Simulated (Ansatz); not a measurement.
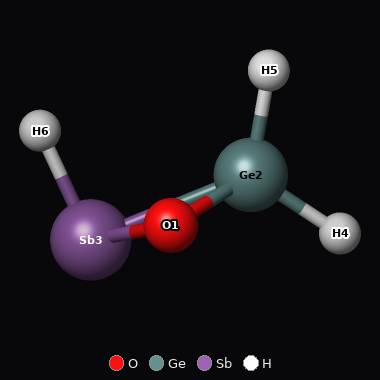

The system is GeH₃OSb, SMILES [O]1[GeH2][SbH]1; the picture shows the reference structure. The first coordinate is: bond length Ge2–H4; the second: angle H4–Ge2–H5. Nothing is relaxed (all other coordinates rigid). The grid has 9 × 9 points. Points are written as (first, second). Energies are in kJ/mol, from the relaxed molecule at the same level. Level of theory: Ansatz 0.2.0, RKS PBE0-D4/def2-TZVP.

Its coordinates:

```tsv
atom	x (Å)	y (Å)	z (Å)
O	0.9605	-0.9441	-0.0051
Ge	-0.4372	-0.0386	-0.6960
Sb	0.0417	-0.4139	1.7444
H	-1.3956	-0.9411	-1.4845
H	-0.0117	1.2320	-1.4428
H	0.8423	1.1057	1.8840
```

Range: bond length Ge2–H4 from 1.289 to 1.995 Å; angle H4–Ge2–H5 from 69.2 to 159.2°.

Q: What landscape does the calculation give?

A: The lowest grid point is at (1.554 Å, 114.2°), 0.30 kJ/mol from the relaxed molecule at the same level. It is the only kind of minimum in the scanned range. The highest grid point, (1.289 Å, 69.2°), lies 212 kJ/mol above the lowest. Round the minimum the two coordinates are nearly uncoupled.

```
angle H4–Ge2–H5 ↓, bond length Ge2–H4 →  1.289  1.377  1.465  1.554  1.642  1.730  1.818  1.907  1.995
                                  159.2    194    149    129    125    132    147    165    185    207
                                  148.0    139     94     73     70     77     93    112    134    157
                                  136.7    101     55     34     31     39     55     75     98    122
                                  125.5     79     33     12      8     16     32     53     76    101
                                  114.2     73     26      4      0      8     24     44     67     93
                                  103.0     82     35     13      8     15     30     50     72     97
                                   91.7    108     60     37     32     38     52     70     92    115
                                   80.5    151    103     79     73     78     90    107    127    148
                                   69.2    212    164    140    133    137    148    163    180    199
```

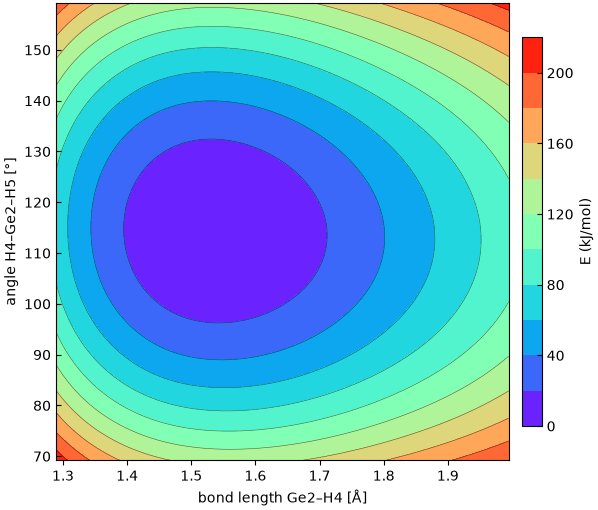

Drawn: filled contours. Between grid points the surface is interpolated.

Each point was launched as `ansatz run input.yaml --threads 1 --pin off --max-ram 2560MiB --backend cpu --events-out ev --progress --plain --runs-dir out`. The whole map (81 points run) took 8.8 min on 1 thread of Arm Neoverse V2 (shared host).
